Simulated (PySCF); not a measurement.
Consider C$_{4}$H$_{11}$NSi (SMILES [SiH3]N1CCCC1).

The calculation's input:

```
{"job": {"kind": "nmr", "xc": "PBE0", "basis": "pcSseg-1", "pop": false}, "charge": 0, "multiplicity": 1}
Si     2.104600     0.132100    -0.176500
N      0.448000     0.209300     0.355800
C     -0.419800     1.343400     0.252900
C     -1.668700     0.759800    -0.464700
C     -1.776400    -0.581900     0.193600
C     -0.342100    -0.957300     0.703600
H      2.289300     1.511300    -0.703500
H      2.205500    -0.929000    -1.178400
H      2.976600    -0.270100     0.981100
H     -0.549200     1.785600     1.271600
H      0.092200     2.183600    -0.287000
H     -1.332200     0.610400    -1.500900
H     -2.491300     1.419800    -0.397100
H     -2.175700    -1.349600    -0.491700
H     -2.457300    -0.523500     1.075200
H     -0.317100    -1.114700     1.794500
H      0.026800    -1.799400     0.210800
```

Run with:

```sh
OMP_NUM_THREADS=1 python probes_run.py task.json out
```

Geometry: GFN2-xTB, MD frame at 250 fs, 200 K.

The calculation used PBE0/pcSseg-1, SCF density, gas phase, non-relativistic in PySCF.

### Predict the electron density and electron localisation function between the atoms.

C–N (1.45 Å): ρ at the midpoint is about 1.9 e/Å³; the ELF peaks at about 0.90 between the atoms, as expected for a shared electron pair.
C–C (1.50 Å): the density is about 1.7 e/Å³ at the midpoint; the ELF peaks at about 0.95 between the atoms: a covalent bond.
C–C (1.57 Å): ρ at the midpoint is about 1.5 e/Å³; the ELF peaks at about 0.95 between the atoms: a covalent bond.

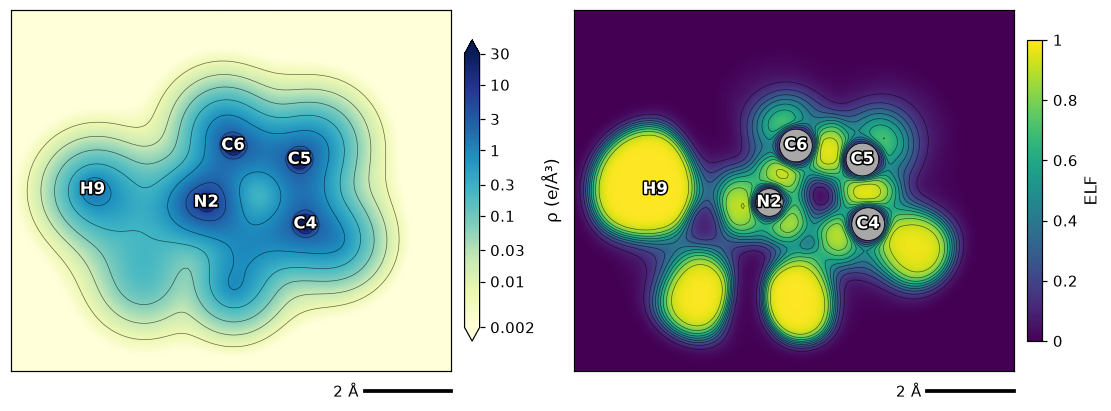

Computed electron density and electron localisation function on the plane of atoms N2, C6 and C5, in this order. Grey discs cover the atomic cores in the ELF map. 
